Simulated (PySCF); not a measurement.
Vertical excitations of a molecule C₄H₆ClF from PySCF with TDDFT-CAM-B3LYP/def2-SVPD, as energy in eV (oscillator strength): 6.39 (0.001), 6.70 (0.061), 6.93 (0.411), 7.79 (0.000), 7.81 (0.000), 8.01 (0.011), 8.03 (0.008), 8.11 (0.026), 8.66 (0.019), 8.76 (0.044). Lowest triplet (TDA): 4.19 eV. The structure is a stationary point at ωB97X-D3(BJ)/def2-SVP. The values are those of a single conformer.

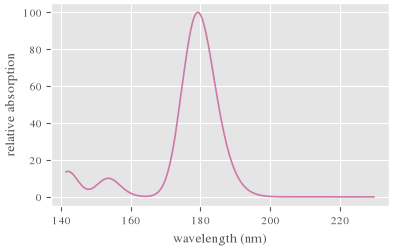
Figure: The lines broadened by 0.4 eV.

**Question.** Pick the molecule that these values belong to.
A) C=CC[C@H](F)Cl
B) CC(C)=C(F)Cl
C) C[C@@H]1[C@H](F)[C@@H]1Cl
D) CC/C(F)=C/Cl

**Answer.** D, CC/C(F)=C/Cl
